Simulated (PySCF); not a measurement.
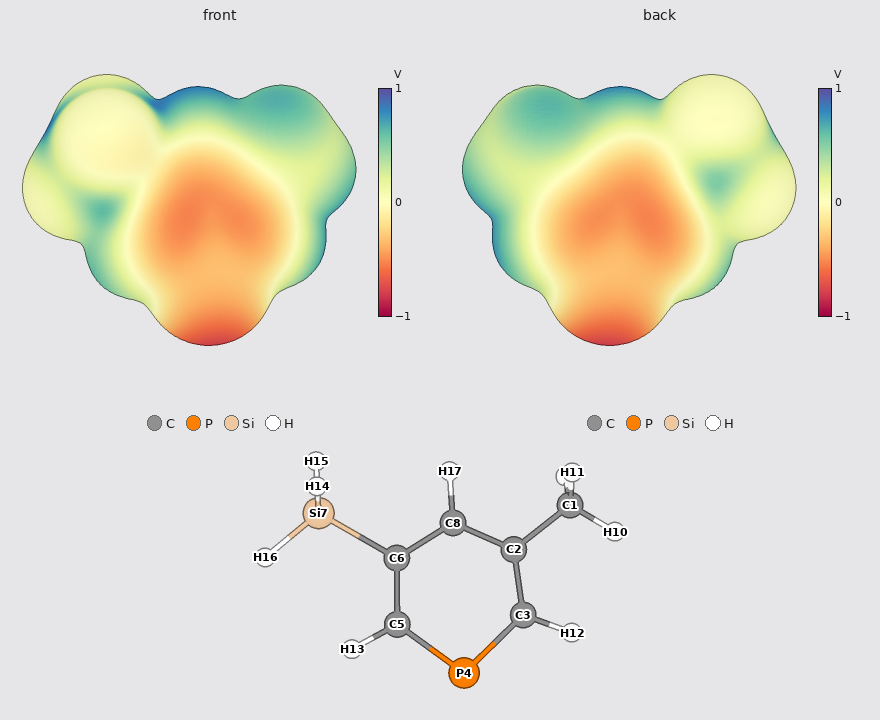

The picture shows: C$_{6}$H$_{9}$PSi (SMILES Cc1cpcc([SiH3])c1). The electrostatic potential painted on the density surface at 0.001 e/bohr³, seen from the front and from behind; red is negative and blue positive. The bare structure is drawn below in the same view.

Geometry: GFN2-xTB.

These are results of PySCF, PBE0/pcSseg-1, SCF density, gas phase, non-relativistic, not measurements.

```yaml
atoms:
  - { symbol: C, position_ang: [-2.5325, -0.7403, 0.3249] }
  - { symbol: C, position_ang: [-1.3158, 0.1214, 0.1389] }
  - { symbol: C, position_ang: [-1.4504, 1.4956, 0.0817] }
  - { symbol: P, position_ang: [-0.1628, 2.6352, -0.1337] }
  - { symbol: C, position_ang: [1.1840, 1.5519, -0.2314] }
  - { symbol: C, position_ang: [1.1309, 0.1695, -0.1502] }
  - { symbol: Si, position_ang: [2.7233, -0.8491, -0.2496] }
  - { symbol: C, position_ang: [-0.0758, -0.4988, 0.0257] }
  - { symbol: H, position_ang: [-2.6730, -1.3841, -0.5431] }
  - { symbol: H, position_ang: [-3.4265, -0.1352, 0.4555] }
  - { symbol: H, position_ang: [-2.4132, -1.3802, 1.1986] }
  - { symbol: H, position_ang: [-2.4451, 1.9155, 0.1766] }
  - { symbol: H, position_ang: [2.1531, 2.0173, -0.3699] }
  - { symbol: H, position_ang: [3.0436, -1.3502, 1.0900] }
  - { symbol: H, position_ang: [2.4991, -1.9760, -1.1577] }
  - { symbol: H, position_ang: [3.8069, -0.0006, -0.7443] }
  - { symbol: H, position_ang: [-0.0526, -1.5799, 0.0782] }
```

Question: Describe the electrostatic potential map.

Answer: The most negative region (about −0.8 V) lies over P4, the most positive (about +0.8 V) over Si7 and H17.
